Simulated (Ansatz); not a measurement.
**Frequency calculation of SnPH₆Cl**

SnPH₆Cl, computed with RHF/def2-SVP (Ansatz 0.2.0).

It belongs to a series of runs on one base structure; here: vibrations at the highest image of the band. Figures and captions count atoms from 1; the log counts them from 0 in places.

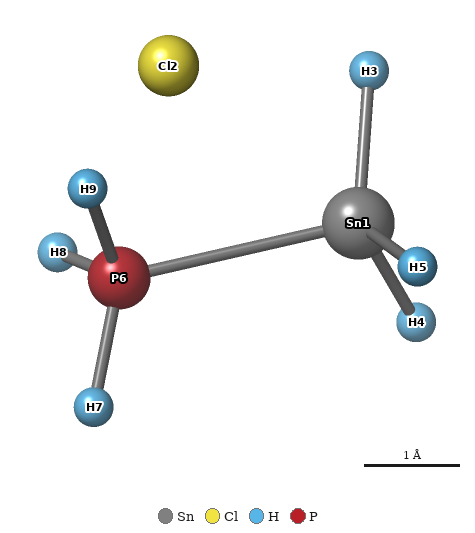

Fig. 1: The input geometry (ball-and-stick view, seen at a tilt; atoms are numbered from 1 in the order of the input). Sticks mark near contacts. Bond lengths as drawn: H–P 1.40 to 1.50 Å, H–Sn 1.69 to 1.72 Å and P–Sn 2.58 Å.

**Input file**
```yaml
crystal:
  periodic: [false, false, false]
  atoms:
    - { symbol: Sn, position_ang: [-0.318254, 0.181824, -0.323686] }
    - { symbol: Cl, position_ang: [0.251405, -1.452859, 2.601686] }
    - { symbol: H, position_ang: [0.780925, 1.182414, 0.472948] }
    - { symbol: H, position_ang: [-1.037916, 1.032422, -1.632025] }
    - { symbol: H, position_ang: [0.155149, -1.354759, -0.833872] }
    - { symbol: P, position_ang: [-2.296996, -0.172567, 1.299175] }
    - { symbol: H, position_ang: [-3.400441, -0.810964, 0.720177] }
    - { symbol: H, position_ang: [-2.843209, 1.028772, 1.765078] }
    - { symbol: H, position_ang: [-1.507364, -0.946387, 2.313718] }
basis:
  gaussian: { orbitals: def2-SVP }
hamiltonian:
  xc: hf
phonons: {}
```

Run as:
```bash
ansatz run input.yaml --threads 1 --pin off --max-ram 2048MiB --backend cpu --events-out ev --progress --plain --runs-dir out
```

**What the program printed**
```
Engine: ansatz 0.2.0, aarch64-unknown-linux-gnu
Functional definition: HF
  exchange = exact_x
  correlation = 0
1048 factors; integrals over basis functions are off by at most 3.3e-4 eV
mean field evaluation 1: about -27665.3529 eV, gradient 2.2e1 eV
mean field evaluation 2: about -27665.3577 eV, gradient 2.2e1 eV
mean field evaluation 4: about -27667.3338 eV, gradient 1.8e0 eV
mean field evaluation 8: about -27667.3535 eV, gradient 3.4e-5 eV
mean field -27667.35353634 eV, -1016.7564888546 hartree, gradient 6.5e-6 eV, S^2 0.000000; 0 other end points of the search recorded, 0 dependent functions left out
the calculation of the forces begins
reference -27667.35353634 eV, -1016.7564888546 hartree; 30, 30 occupied and 62, 62 virtual orbitals, 1048 factors
these checks for a lower state are left out or cut short: stability, starts, cluster_reference, orbital_swaps, neighbouring_geometries, increment
1048 factors; integrals over basis functions are off by at most 3.3e-4 eV
mean field evaluation 16: about -27667.3535 eV, gradient 2.4e-6 eV
mean field -27667.35346933 eV, -1016.7564863921 hartree, gradient 2.4e-6 eV, S^2 0.000000; 0 other end points of the search recorded, 0 dependent functions left out
[... from here on the field's lines of each further geometry are left out, up to the last ...]
the calculation of the forces begins
reference -27667.35351063 eV, -1016.7564879099 hartree; 30, 30 occupied and 62, 62 virtual orbitals, 1048 factors
these checks for a lower state are left out or cut short: stability, starts, cluster_reference, orbital_swaps, neighbouring_geometries, increment
1048 factors; integrals over basis functions are off by at most 3.3e-4 eV
mean field -27667.35351001 eV, -1016.7564878871 hartree, gradient 2.2e-6 eV, S^2 0.000000; 0 other end points of the search recorded, 0 dependent functions left out
the calculation of the forces begins
reference -27667.35351001 eV, -1016.7564878871 hartree; 30, 30 occupied and 62, 62 virtual orbitals, 1048 factors
WARN: phonons: modes at or below zero, which the zero-point energy, F, S and C_V leave out: 2, the lowest at -729.72 cm⁻¹. A minimum has none, and a first-order saddle one
Total energy: -27667.35353634 eV, -1016.7564888546 hartree
Atom 0 at    -0.318254     0.181824    -0.323686 Å, force    -0.003857    -0.003971     0.005293 eV/Å
Atom 1 at     0.251405    -1.452859     2.601686 Å, force    -0.000015     0.001191     0.000186 eV/Å
Atom 2 at     0.780925     1.182414     0.472948 Å, force     0.000584     0.000931    -0.001362 eV/Å
Atom 3 at    -1.037916     1.032422    -1.632025 Å, force    -0.000310    -0.000099    -0.000605 eV/Å
Atom 4 at     0.155149    -1.354759    -0.833872 Å, force     0.000401     0.002121     0.000101 eV/Å
Atom 5 at    -2.296996    -0.172567     1.299175 Å, force    -0.000902    -0.001358    -0.003205 eV/Å
Atom 6 at    -3.400441    -0.810964     0.720177 Å, force     0.000133    -0.000629    -0.002847 eV/Å
Atom 7 at    -2.843209     1.028772     1.765078 Å, force     0.003065     0.002805     0.002422 eV/Å
Atom 8 at    -1.507364    -0.946387     2.313718 Å, force     0.000901    -0.000991     0.000017 eV/Å
Dipole moment:    -1.069725     0.738181    -0.936635 e Å
Vibrations: -729.72 -74.09 107.61 194.76 266.47 308.19 400.10 502.60 611.98 717.19 752.33 771.73 805.27 1118.35 1159.54 1727.23 1996.63 2105.65 2112.26 2620.16 2638.22 cm⁻¹, zero-point energy 1.296643 eV
```

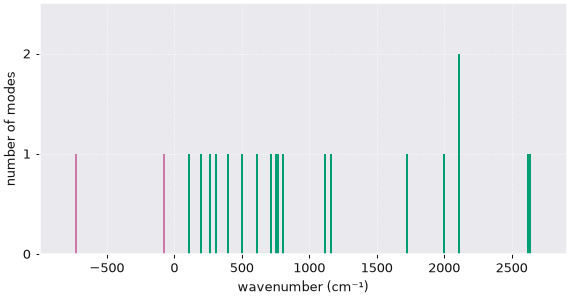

Fig. 2: Harmonic vibrational wavenumbers from the force constants; neighbouring modes closer than 15 cm⁻¹ are counted in one stick, and imaginary ones are drawn at negative wavenumbers. 21 modes from 730i to 2638 cm⁻¹, 2 imaginary beyond 8i (730i, 74i cm⁻¹): not a minimum.

**Summary**

| quantity | value |
| --- | --- |
| outcome | converged |
| total energy | −27667.3535 eV |
| mean-field energy | −27667.3535 eV |
| largest force (length of the vector) | 0.008 eV/Å |
| hardware | 1 thread of Arm Neoverse V2, 24 GiB of memory available, shared host |
| wall time | 90 s |
| peak memory | 0.19 GiB |
